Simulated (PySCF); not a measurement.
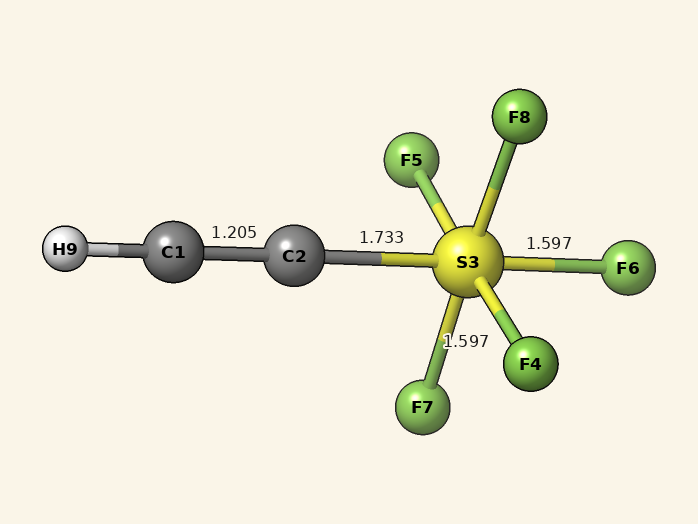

Bond lengths are marked in Å; every bond is drawn as one stick. Computed geometry: PBE0-D3(BJ)/def2-SVP optimisation. No frequency run is at hand to confirm it as a minimum.

Assign a bond order to each marked bond.

Answer. C1–C2 triple; C2–S3 single; S3–F6 single; S3–F7 single.

Give the structure as SMILES.

Answer. C#CS(F)(F)(F)(F)F
